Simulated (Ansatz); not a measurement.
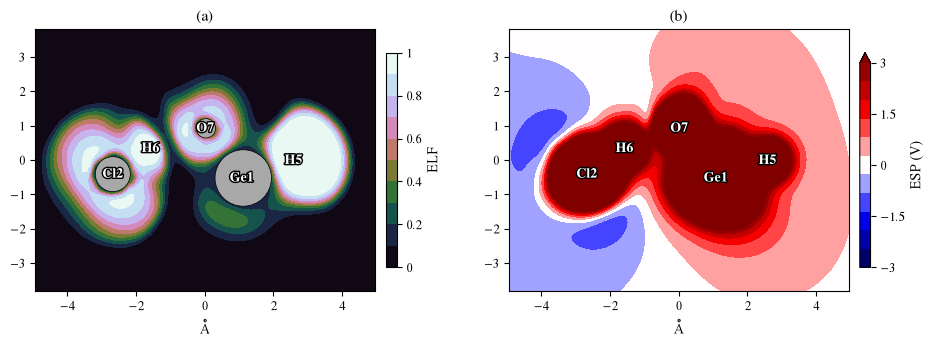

The picture shows: GeH4O···HCl. (a) electron localisation function; (b) electrostatic potential on the plane of atoms H5, Ge1 and O7. Grey discs cover the atomic cores in the ELF map.

Theory: RKS PBE0/def2-SVP in Ansatz.

```xyz
8

Ge   -1.0394   -0.1888    0.0103
Cl    2.6568   -0.9525   -0.4036
H    -1.0037   -0.4468   -1.5038
H    -0.8600   -1.4669    0.8288
H    -2.3098    0.5821    0.4043
H     1.8027   -0.0654    0.0710
O     0.3836    0.8242    0.4816
H     0.3697    1.7140    0.1114
```

**Interpret the plot.**

The section cuts through Ge, Cl, H and O sites.
O7···H6 (1.72 Å): the ELF dips to about 0.20 between them.
Ge–O (1.81 Å): the ELF peaks at about 0.85 in the valence shell of O, 0.6 Å from its nucleus, and is about 0.30 at the midpoint.
Cl–H (1.32 Å): the ELF climbs to about 1 towards the hydrogen, as it does in any bond to H; a covalent bond by its length.
Ge–H (1.54 Å): the ELF climbs to about 1 towards the hydrogen.
The ELF also peaks beside Cl2, away from the bonds: lone-pair regions.
Outside the dense part of the complex the potential is most negative (−1.2 V) near Cl2.
